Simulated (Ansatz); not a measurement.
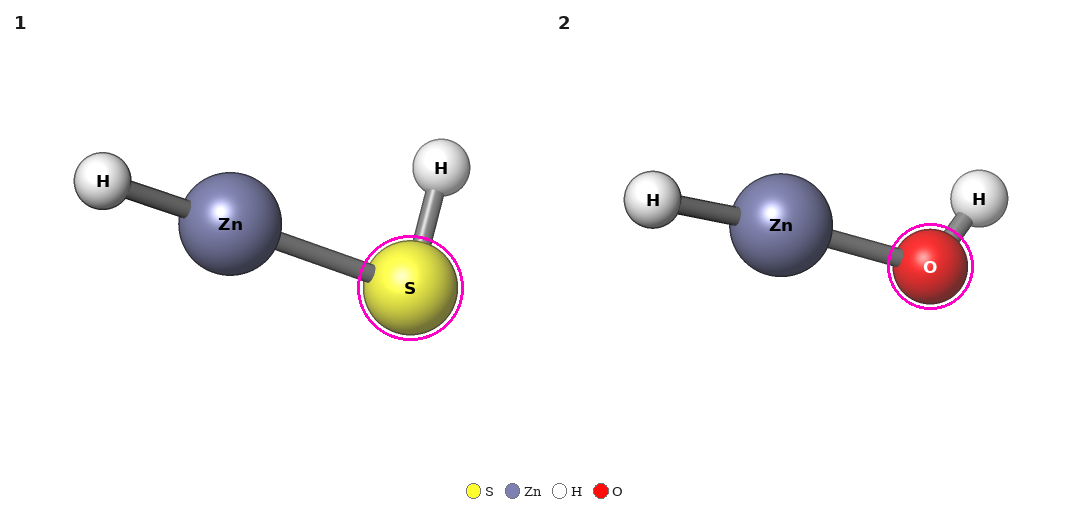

2 molecules with one skeleton, seen from the same side and at one scale; the atom that differs is circled. Each species is neutral and a spin singlet. Computed geometries: PBE0-D4/def2-TZVP optimisations, one conformation each. Properties computed with Ansatz 0.2.0.

One atom differs, called X below: S in panel 1, O in panel 2. Their formulas are H2SZn (`[SH][ZnH]`), H2OZn (`[OH][ZnH]`).

In which is the HOMO–LUMO gap larger (ωB97M-V/def2-QZVPP)?

Answer. In panel 2 (X = O).

In which is the angle Zn–X–H larger (PBE0-D4/def2-TZVP)?

Answer. In panel 2 (X = O).

Give the values. With PBE0-D4/def2-TZVP: length of X–H (Å), length of X–Zn (Å), angle Zn–X–H (°). With ωB97M-V/def2-QZVPP: HOMO energy (Kohn–Sham orbital) (eV), HOMO–LUMO gap (eV). With PBE-D4/def2-TZVPP: dipole moment (D), vertical ionisation energy (eV).

| quantity | 1 (S) | 2 (O) | 2 − 1 |
| --- | --- | --- | --- |
| length of X–H (Å) | 1.345 | 0.958 | −0.387 |
| length of X–Zn (Å) | 2.172 | 1.774 | −0.398 |
| angle Zn–X–H (°) | 92.7 | 117.8 | +25.1 |
| HOMO energy (Kohn–Sham orbital) (eV) | −9.53 | −10.77 | −1.24 |
| HOMO–LUMO gap (eV) | 9.95 | 11.34 | +1.39 |
| dipole moment (D) | 1.07 | 1.34 | +0.27 |
| vertical ionisation energy (eV) | 9.71 | 10.81 | +1.10 |
